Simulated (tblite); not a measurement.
# Molecular dynamics of C$_{5}$H$_{4}$F$_{2}$N$_{2}$ (part 2 of 3)

Continued. System: C$_{5}$H$_{4}$F$_{2}$N$_{2}$, SMILES FC(F)c1ccnnc1. Method: GFN2-xTB Langevin dynamics, gas phase (tblite 0.8.0). It belongs to a series of runs on one base structure; here: H on C replaced by CHF2.

Geometry of the input (Å):
```
F  2.5493  0.7284  0.4590
C  1.7871  -0.3515  0.1712
F  2.2330  -0.8391  -1.0107
C  0.3257  0.0078  0.1012
C  -0.5479  -0.6550  -0.7424
C  -1.8835  -0.2576  -0.6916
N  -2.3150  0.6965  0.1086
N  -1.4918  1.3270  0.8868
C  -0.2121  1.0184  0.9046
H  1.9878  -1.1162  0.9432
H  -0.2092  -1.4330  -1.4093
H  -2.6351  -0.7223  -1.3128
H  0.4074  1.5970  1.5745
```

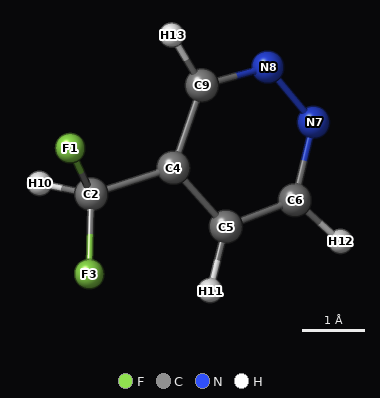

The geometry at step 21 of the log (ball-and-stick view, seen at a tilt; atoms are numbered from 1 in the order of the input).

Trajectory as extended XYZ, continued:
```
13
Properties=species:S:1:pos:R:3:forces:R:3 step=13 time_fs=325.0 energy=-761.89182 temperature=165.5
F     2.1204    0.6036    0.8679   -0.0869   0.0176  -0.5761
C     1.4384   -0.5002    0.4367   -0.5561   0.9437  -0.0701
F     1.9411   -0.9120   -0.7473    0.5324  -0.0755   0.3890
C    -0.0351   -0.2012    0.2100    0.1113   0.1110   0.4691
C    -0.7941   -1.0051   -0.6305    0.6643  -0.5920   0.2521
C    -2.1288   -0.7304   -0.7192   -0.9330   0.8234  -0.8034
N    -2.6521    0.3626   -0.1639   -1.4099  -1.5257  -0.7060
N    -1.9953    1.0500    0.6473    0.8944   1.7918   1.0381
C    -0.7119    0.8339    0.8571    1.0921   0.0312   0.7363
H     1.6173   -1.1941    1.2575   -0.0617  -0.8049  -0.1693
H    -0.3700   -1.8447   -1.1516    0.1824  -0.1135  -0.0587
H    -2.8231   -1.2590   -1.3639    0.2172  -0.1205   0.1260
H    -0.1689    1.4863    1.5786   -0.6464  -0.4866  -0.6270
13
Properties=species:S:1:pos:R:3:forces:R:3 step=14 time_fs=350.0 energy=-761.87745 temperature=174.2
F     2.0141    0.6151    0.8770    0.0562   0.3091   0.2864
C     1.3840   -0.5123    0.4489    0.1693   1.2935   0.2806
F     1.9845   -0.7737   -0.7207    0.0294  -0.6379  -0.2485
C    -0.0777   -0.2425    0.2666   -0.1157   0.0076   0.3284
C    -0.7822   -1.0551   -0.6054    0.0079   0.8108   0.2255
C    -2.1129   -0.7494   -0.7608   -1.6877  -1.2293  -0.2112
N    -2.7125    0.2187   -0.1013   -0.4218   0.0980  -1.0067
N    -2.0267    1.0442    0.5932   -0.0672   0.3424   1.3470
C    -0.7727    0.8067    0.9133    0.6555  -0.0467  -1.1994
H     1.5965   -1.2508    1.2154    0.1430  -0.7040   0.0179
H    -0.3548   -1.8125   -1.2004    0.6438  -0.6290  -0.3287
H    -2.7862   -1.4095   -1.3683    0.6503   0.7829   0.5091
H    -0.2784    1.5761    1.5016   -0.0630  -0.3974  -0.0002
13
Properties=species:S:1:pos:R:3:forces:R:3 step=15 time_fs=375.0 energy=-761.79188 temperature=170.3
F     1.9750    0.6333    1.0084    0.1114   0.4607  -0.4297
C     1.4240   -0.4757    0.4836   -0.2483  -0.4391   0.2693
F     2.0402   -0.7709   -0.7144   -0.4801   0.3291   0.8683
C    -0.0773   -0.3596    0.3640   -0.8140   1.5274  -1.4350
C    -0.8277   -1.1103   -0.5264    1.2672  -1.2361  -0.2465
C    -2.1774   -0.8552   -0.7076   -0.0546   0.9849   0.6811
N    -2.7790    0.1870   -0.1394    0.5851  -0.3451   0.4522
N    -2.0824    0.9724    0.6664   -0.3719  -0.5707  -1.2853
C    -0.8004    0.7798    0.8316    0.1508  -1.6263   0.3643
H     1.6657   -1.2429    1.2278    0.1860  -0.6362  -0.1649
H    -0.3556   -1.9285   -1.1021   -0.2843   0.4187   0.4760
H    -2.7172   -1.5325   -1.3322   -0.5722   0.1232  -0.2586
H    -0.3201    1.4260    1.5011    0.5249   1.0094   0.7087
13
Properties=species:S:1:pos:R:3:forces:R:3 step=16 time_fs=400.0 energy=-761.89678 temperature=135.8
F     1.9747    0.5825    1.0537   -0.5059  -0.1000   0.1349
C     1.3530   -0.5196    0.5604   -0.1258   0.1100  -0.3924
F     2.0013   -0.7623   -0.5969    0.3629  -0.5428  -0.1380
C    -0.1132   -0.3401    0.2331   -0.9343  -0.1740   1.2013
C    -0.8847   -1.2537   -0.4966    0.6471   1.3693   0.4723
C    -2.2296   -0.8899   -0.6716    0.6397   0.5071   0.2519
N    -2.7981    0.1539   -0.0904    0.7421   0.1651   0.1663
N    -2.1001    0.9321    0.7182   -0.2663  -1.0252  -0.3963
C    -0.8248    0.6775    0.9081    0.6107   0.7013  -0.2628
H     1.5002   -1.3401    1.2935    0.1646   0.0633  -0.3095
H    -0.4051   -2.0958   -0.9494   -0.1105  -0.2849  -0.2662
H    -2.7914   -1.4259   -1.3981   -0.6803  -0.3424  -0.0969
H    -0.2601    1.3864    1.5440   -0.5440  -0.4469  -0.3647
13
Properties=species:S:1:pos:R:3:forces:R:3 step=17 time_fs=425.0 energy=-761.91564 temperature=199.1
F     1.8908    0.5134    1.0820   -0.0491  -0.8065   0.0537
C     1.3496   -0.6381    0.5527   -0.5190   0.2942   1.2044
F     2.0437   -0.8613   -0.5677   -0.2155  -0.2523  -0.2263
C    -0.1444   -0.4112    0.3772   -0.5252   0.1378  -0.6555
C    -0.9027   -1.2164   -0.4899   -0.0900   1.0497   1.2184
C    -2.2650   -0.8978   -0.6504    0.9906  -0.5844  -0.1223
N    -2.8162    0.1296   -0.0463   -0.0810  -0.1549   0.3268
N    -2.1357    0.8365    0.7988    0.5097   0.1525  -0.0422
C    -0.8408    0.6273    1.0310   -0.4199  -0.1109  -0.7634
H     1.4737   -1.5214    1.2682    0.3471   0.9176  -0.5546
H    -0.4161   -2.0403   -0.9373    0.1249  -0.6325  -0.6008
H    -2.8629   -1.5402   -1.2899   -0.1263   0.3902   0.0736
H    -0.3789    1.3898    1.6481    0.0539  -0.4007   0.0882
13
Properties=species:S:1:pos:R:3:forces:R:3 step=18 time_fs=450.0 energy=-761.90646 temperature=217.7
F     1.8235    0.4801    1.1764    0.2090  -0.7861  -0.4333
C     1.3269   -0.6686    0.6026    0.3750  -0.2415   0.9684
F     2.0723   -0.9517   -0.5136   -0.7087   0.3515   0.6891
C    -0.1478   -0.4630    0.3792    0.3175   0.6650   0.0491
C    -0.8681   -1.1852   -0.5276   -0.4465  -0.7618  -1.0100
C    -2.2275   -0.8288   -0.6134   -0.2091  -1.3836  -0.3576
N    -2.8208    0.0694    0.1314   -0.4397  -0.0511  -0.6245
N    -2.1414    0.7749    0.9590    0.9534  -0.0449   0.3859
C    -0.8459    0.5356    1.0916   -0.4172  -0.3777  -0.1395
H     1.4842   -1.5285    1.3428    0.0773   0.8102  -0.6596
H    -0.4238   -2.0024   -1.1554   -0.5001   0.9583   0.6750
H    -2.9010   -1.4284   -1.2353    0.2506   0.3801   0.0443
H    -0.3841    1.1106    1.8507    0.5386   0.4816   0.4129
13
Properties=species:S:1:pos:R:3:forces:R:3 step=19 time_fs=475.0 energy=-761.89205 temperature=233.6
F     1.9341    0.3925    1.2488   -0.1263   0.4134   0.0553
C     1.3393   -0.6716    0.6948   -0.3342  -0.5781  -0.7508
F     2.0403   -0.9324   -0.4453    0.0261  -0.2899   0.3547
C    -0.1306   -0.4476    0.3448    0.2335  -0.2398   0.8616
C    -0.9033   -1.0883   -0.6128    1.4561  -0.3102  -0.4222
C    -2.2676   -0.8237   -0.6468    1.0244   0.0436  -0.8065
N    -2.7841    0.0402    0.1614   -1.1847   1.1303   0.9144
N    -2.0922    0.6596    1.0762   -0.1590  -0.4163  -0.1348
C    -0.8094    0.3962    1.2114   -0.3922   0.8240   0.7703
H     1.4488   -1.4969    1.4438    0.0342   0.0692  -0.5993
H    -0.3978   -1.7072   -1.3500   -0.2383  -0.0643   0.1151
H    -2.8765   -1.1705   -1.4655   -0.2128  -0.3049   0.2076
H    -0.3279    0.9245    2.0490   -0.1266  -0.2771  -0.5653
13
Properties=species:S:1:pos:R:3:forces:R:3 step=20 time_fs=500.0 energy=-761.92288 temperature=175.2
F     1.9925    0.2865    1.2638   -0.0358   0.5428  -0.0680
C     1.3628   -0.7291    0.6471   -0.2693  -0.8318   0.8512
F     2.0234   -0.9573   -0.5077   -0.1685  -0.0852   0.1028
C    -0.1149   -0.4930    0.4421   -0.9215   0.5589  -0.9862
C    -0.8241   -0.9692   -0.6811    1.1463   0.2483   2.0058
C    -2.1771   -0.7005   -0.6716   -0.9936  -0.7456  -1.2197
N    -2.8464    0.0000    0.1918    0.8855   1.0559   1.2680
N    -2.1599    0.5962    1.1661   -0.2672  -0.7880  -0.5872
C    -0.8804    0.3418    1.3021    0.7001   0.0773  -0.0854
H     1.5066   -1.5953    1.3630   -0.0246   0.1633  -0.7215
H    -0.3744   -1.6169   -1.3928    0.2637  -0.1389  -0.4978
H    -2.7855   -1.1313   -1.4643   -0.0268   0.0886   0.0243
H    -0.3607    0.8603    2.1090   -0.2883  -0.1456  -0.0863
13
Properties=species:S:1:pos:R:3:forces:R:3 step=21 time_fs=525.0 energy=-761.87401 temperature=172.4
F     1.9997    0.2219    1.2433   -0.0447   0.1579   0.0695
C     1.3012   -0.7733    0.6330    0.7989   0.3983   0.3285
F     1.9896   -0.9920   -0.5337   -0.6711  -0.1765   0.5469
C    -0.1276   -0.3719    0.4427   -1.5342  -0.6657  -0.7451
C    -0.8617   -0.8719   -0.6729    3.1295   0.4875   0.8797
C    -2.1872   -0.6355   -0.7445   -1.4147   0.0464  -0.7977
N    -2.8667   -0.0579    0.2070    0.3420   0.8090   1.3855
N    -2.2100    0.4488    1.2216   -0.8739   0.0665  -0.0464
C    -0.9122    0.3557    1.3685    0.3908  -0.8581  -1.0849
H     1.4179   -1.6467    1.3260   -0.1396   0.0949  -0.6259
H    -0.2702   -1.3129   -1.4584   -0.2192  -0.3136  -0.1509
H    -2.7836   -0.8904   -1.6029   -0.0367  -0.2982  -0.2293
H    -0.5000    0.8439    2.2170    0.2729   0.2515   0.4702
13
Properties=species:S:1:pos:R:3:forces:R:3 step=22 time_fs=550.0 energy=-761.92784 temperature=160.5
F     2.0183    0.2107    1.2550   -0.2704   0.1205  -0.3746
C     1.2779   -0.7400    0.6031    0.3401   0.5683   0.4246
F     1.9171   -1.0057   -0.5555    0.0234  -0.1117   0.1957
C    -0.1472   -0.3209    0.3489   -0.5189  -0.3651   0.2749
C    -0.8377   -0.7980   -0.7596    0.2164   0.2856  -0.1094
C    -2.2040   -0.5135   -0.7832    0.1851  -0.6663  -0.6686
N    -2.8461   -0.0323    0.2383   -1.2703   0.0061   0.2079
N    -2.2560    0.3074    1.3239    1.0853   0.5996  -0.1036
C    -0.9299    0.2884    1.3492   -0.2240  -0.7420   0.0712
H     1.3426   -1.5966    1.2995   -0.1577  -0.3054  -0.4114
H    -0.3554   -1.3503   -1.5609   -0.0568   0.1333   0.2226
H    -2.8502   -0.8331   -1.5923    0.1953   0.1481  -0.1326
H    -0.5181    0.5878    2.2832    0.4524   0.3291   0.4032
13
Properties=species:S:1:pos:R:3:forces:R:3 step=23 time_fs=575.0 energy=-761.87355 temperature=195.0
F     1.9598    0.1776    1.2379    0.0008   0.4955  -0.4244
C     1.2722   -0.7593    0.5344    0.0196  -0.5790   1.2615
F     1.8710   -1.0071   -0.6126    0.8207   0.1764  -1.0810
C    -0.1667   -0.4318    0.3408   -0.1006   0.2243   0.6739
C    -0.8422   -0.6997   -0.8171   -0.7281  -0.8341  -1.1818
C    -2.2441   -0.4698   -0.8257    1.3598  -0.3635  -0.8387
N    -2.8826   -0.0610    0.2211   -0.3119   0.5909   0.7789
N    -2.2368    0.2802    1.2891    1.2863  -0.2413   0.8055
C    -0.9063    0.1062    1.3944   -1.0492   1.3300   0.6407
H     1.4155   -1.6587    1.1572   -0.3146  -0.3874   0.0583
H    -0.3477   -1.2009   -1.6720   -0.3257   0.6073   0.5396
H    -2.8412   -0.5992   -1.7123    0.0263  -0.2139  -0.1331
H    -0.4218    0.5470    2.3170   -0.6834  -0.8051  -1.0994
13
Properties=species:S:1:pos:R:3:forces:R:3 step=24 time_fs=600.0 energy=-761.90600 temperature=187.2
F     1.8111    0.1468    1.1682    0.2420  -0.0269   0.2303
C     1.2254   -0.9076    0.5347   -0.0772   1.1435  -0.1561
F     1.8732   -1.0159   -0.6342    0.0969  -0.1167  -0.5345
C    -0.2338   -0.5543    0.3435   -0.2007   0.1756   0.1789
C    -0.8532   -0.6624   -0.8913   -1.5854  -0.3664   0.9720
C    -2.2697   -0.4948   -0.8675    1.3539   0.6024  -0.0266
N    -2.8867   -0.0471    0.1974   -0.4402   0.1164   0.4973
N    -2.2898    0.2497    1.3088    1.9425  -0.4233  -0.1650
C    -0.9585    0.0037    1.4195   -1.2071  -0.4087  -0.6238
H     1.4649   -1.7990    1.0996   -0.2424  -0.4850   0.4355
H    -0.3352   -1.0169   -1.7414    0.3405  -0.1519  -0.6600
H    -2.9042   -0.5927   -1.7350    0.1621  -0.2040  -0.0658
H    -0.4491    0.1633    2.3632   -0.3849   0.1449  -0.0823
13
Properties=species:S:1:pos:R:3:forces:R:3 step=25 time_fs=625.0 energy=-761.86534 temperature=183.5
F     1.7894    0.1315    1.2170   -0.1511  -0.3289  -0.4266
C     1.1652   -0.8479    0.5071    1.1105  -1.0101  -0.1674
F     1.8487   -1.0375   -0.6750   -0.3084   0.4768   0.5260
C    -0.2730   -0.5733    0.3064   -0.3316   0.4151   0.5242
C    -0.9460   -0.7435   -0.8688   -0.6671   1.0512  -1.0705
C    -2.3100   -0.3626   -0.8675   -0.4711  -1.2181  -0.5244
N    -2.9562    0.0280    0.2158    0.7596   0.0992  -0.3866
N    -2.2956    0.1788    1.3172    0.4776  -0.0473   0.9065
C    -1.0058   -0.1177    1.4158   -1.2225  -0.3921  -1.7980
H     1.3030   -1.8185    1.0491    0.0223   0.4148   0.0627
H    -0.4072   -0.9237   -1.7958   -0.2664  -0.3449   0.1912
H    -2.9737   -0.5681   -1.7382    0.7434   0.4241   0.5802
H    -0.4992   -0.0897    2.3212    0.3049   0.4604   1.5828
13
Properties=species:S:1:pos:R:3:forces:R:3 step=26 time_fs=650.0 energy=-761.85757 temperature=202.1
F     1.7970    0.0500    1.2044   -0.1860   0.0316   0.3776
C     1.1280   -0.8805    0.5115    0.7102  -0.7000  -1.3183
F     1.7972   -0.9347   -0.7051   -0.4325  -0.0220   0.4342
C    -0.3197   -0.5568    0.2976   -0.9528  -0.0312  -0.0746
C    -1.0209   -0.6907   -0.8980    0.2230  -0.7664  -0.3934
C    -2.3681   -0.3231   -0.8797   -0.1537   0.5453   0.6736
N    -2.9925    0.1006    0.2084    0.3784  -0.5730   0.4002
N    -2.3760    0.1161    1.3705    0.1810   0.2784  -0.6702
C    -1.0914   -0.1503    1.4155    1.4193   0.5268   0.1802
H     1.2960   -1.8995    0.9558   -0.1697   0.6307   0.0636
H    -0.6522   -1.1482   -1.8361    0.2239   0.5162   0.8118
H    -2.9713   -0.3197   -1.7724    0.0007  -0.0487  -0.0840
H    -0.4586    0.0777    2.3120   -1.2417  -0.3876  -0.4007
13
Properties=species:S:1:pos:R:3:forces:R:3 step=27 time_fs=675.0 energy=-761.87122 temperature=152.3
F     1.7410   -0.0010    1.2152   -0.0854  -0.5232   0.0603
C     1.1047   -0.9098    0.4230    0.7903   0.2551  -0.2312
F     1.7801   -0.8276   -0.7836   -0.8128   0.0684   0.4856
C    -0.3538   -0.5716    0.3520   -0.6796   0.1914  -0.5942
C    -1.0072   -0.6173   -0.8777    1.1060  -0.2915   0.0444
C    -2.3317   -0.2683   -0.9131   -0.3521   0.3792   0.6834
N    -3.0125    0.0021    0.1714   -0.3242   0.9178   0.8574
N    -2.4150    0.1479    1.3367   -0.4292  -0.6935  -0.8291
C    -1.1411   -0.1106    1.4499    1.0242  -0.4344  -0.6464
H     1.2956   -1.9482    0.7533    0.0026   0.2393   0.3771
H    -0.5720   -0.9145   -1.8246    0.4795   0.0407   0.3316
H    -2.8006   -0.1004   -1.8473   -0.7252  -0.2732  -0.5696
H    -0.6956    0.0078    2.4254    0.0059   0.1240   0.0309
13
Properties=species:S:1:pos:R:3:forces:R:3 step=28 time_fs=700.0 energy=-761.87765 temperature=205.2
F     1.7890   -0.0480    1.2557   -0.2400  -0.7156  -0.4379
C     1.1094   -0.8584    0.3865    0.2818  -0.5252   0.1277
F     1.6881   -0.7574   -0.8272    0.3841   0.3982  -0.1998
C    -0.3308   -0.5169    0.3090   -1.0665   0.8876  -1.0807
C    -0.9875   -0.5400   -0.9454   -0.0471   0.5156   1.7129
C    -2.3437   -0.2227   -0.9376   -0.3826  -0.4031  -0.6508
N    -3.0147    0.0983    0.1457    0.4324  -0.4924   0.7183
N    -2.3953    0.1041    1.3002   -0.3212   0.8180  -0.3623
C    -1.0961   -0.0926    1.4087   -0.6473  -1.0834  -1.0441
H     1.2016   -1.9501    0.6176    0.2999   0.4975   0.6040
H    -0.4914   -0.6764   -1.8682    0.5017  -0.4604  -0.4934
H    -2.9372   -0.3501   -1.8582    0.3217   0.4265   0.5003
H    -0.7406   -0.0806    2.4056    0.4831   0.1366   0.6056
```
